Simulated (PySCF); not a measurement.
```xyz
9

Pb    0.0000    0.0000   -0.7917
C     1.6412    0.0000    0.8386
H     2.6601    0.0000    0.4232
H     1.5088    0.8889    1.4793
H     1.5088   -0.8889    1.4793
C    -1.6412    0.0000    0.8386
H    -2.6601    0.0000    0.4232
H    -1.5088   -0.8889    1.4793
H    -1.5088    0.8889    1.4793
```

Core potentials replace the inner electrons of Pb.

Theory: RKS r2SCAN, Pb def2-SVP with ECP60, C def2-SVP, H def2-SVP; non-relativistic Hamiltonian with scalar-relativistic core potentials where named; density fitting in PySCF.

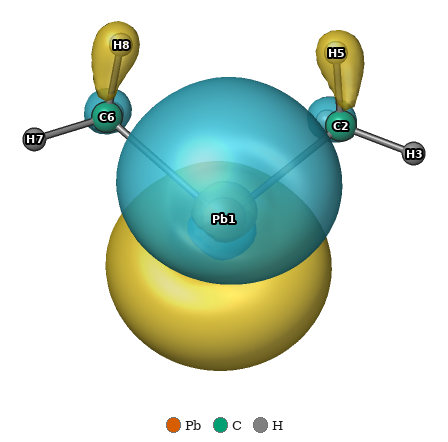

C$_{2}$H$_{6}$Pb (Pb(CH3)2). The LUMO at ±0.1 Å⁻³ᐟ² (yellow and cyan are the two phases), seen at a tilt.

Describe this orbital and give its energy.

Answer. It lies mainly on Pb1 (about 90 %). Its energy is −2.80 eV.
